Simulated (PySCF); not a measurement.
CH3F3S, SMILES `S.FC(F)F`.

Computed with PySCF, r2SCAN/def2-SVPD, geometry: GFN2-xTB. GFN2-xTB bond lengths at metals and heavier atoms can be off by up to 0.1 Å and shapes distorted, which carries into these values.

Coordinates in Å:

```
S1       2.3872   -0.0082   -0.2288
H2       2.2435   -0.9057    0.7373
H3       2.3746    1.0057    0.6262
F4      -2.3320   -0.0083   -0.5755
C5      -1.0574    0.0011   -0.2067
F6      -0.8449    1.0809    0.5402
F7      -0.8317   -1.0700    0.5490
H8      -0.3915    0.0014   -1.0857
```

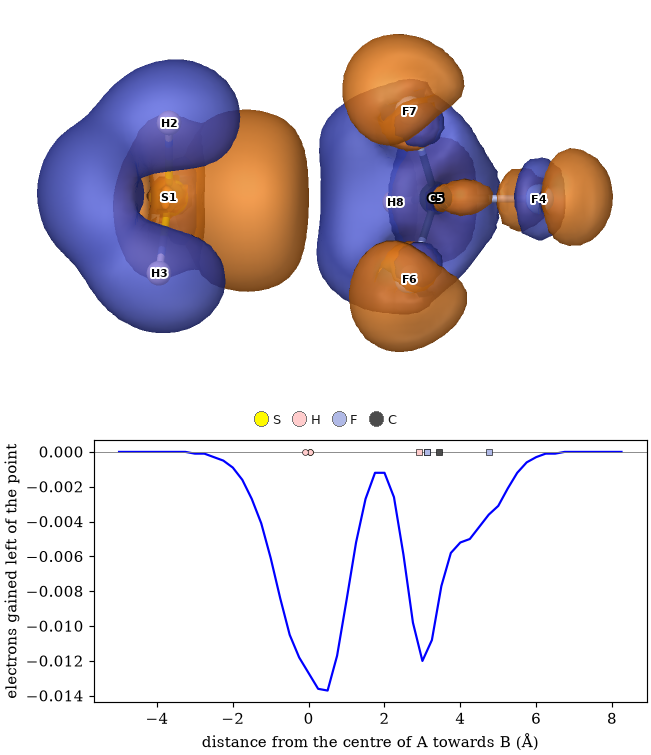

Density of the complex less the densities of the two fragments at the same geometry, ±0.001 e/Å³ (orange: gain, blue: loss). Fragment A: H2S (atoms 1–3); fragment B: HCF3. Below: the charge-displacement curve along the line of centres (A on the left).

Which way does charge flow?

Hirshfeld charges show almost no net transfer (under 0.005 e). By Hirshfeld charges, electrons gather most on S1 (−0.009 e) and leave H2 most (+0.006 e); 0.05 e is displaced in all, which induces a dipole of 0.24 D.

What is the interaction energy, and which contacts carry it?

The counterpoise-corrected interaction energy of the frozen fragments is −1.4 kcal/mol without dispersion correction and −1.8 kcal/mol with D3(BJ). The pair geometry is semi-empirical, not a minimum at this level. Contacts: S1···H8, weak C–H hydrogen bond, 2.91 Å, ρ = 0.009 a.u. The pose is a local one from a semi-empirical search, not shown to be the most stable.

Cost of the run: 2.5 min on 1 thread of Intel(R) Xeon(R) Processor @ 2.50GHz (Skylake/Cascade Lake), on a shared host, peak memory 0.58 GiB.
